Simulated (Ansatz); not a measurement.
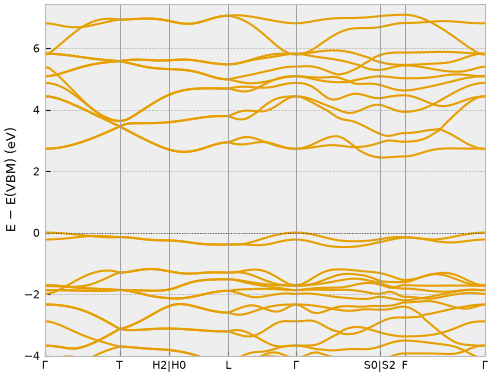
Fig. 1. Band structure from DFT-PBE in the program Ansatz with PAW potentials

### Question
Read off the gap and where the band edges lie.

### Answer
About 2.4 eV (2.44 eV by a search for the band edges); maximum at Γ, minimum on the S2–F line, 13 % of the way from S2.

The material is SnTeO3 in space group R3c (No. 161; Sn on 6a, Te on 6a, O on 18b).

The start of the workflow was typed in or built on a structure type; neither database checked (COD, Materials Project) lists it. Its standing as an ambient phase is unchecked. Symmetry was held in the PBE relaxation; its stability against distortions is not shown here. The volume moved by 33 % from the start of the relaxation. Spin–orbit coupling is left out wherever it is not named.

Potentials: the later of the program's two PAW sets.
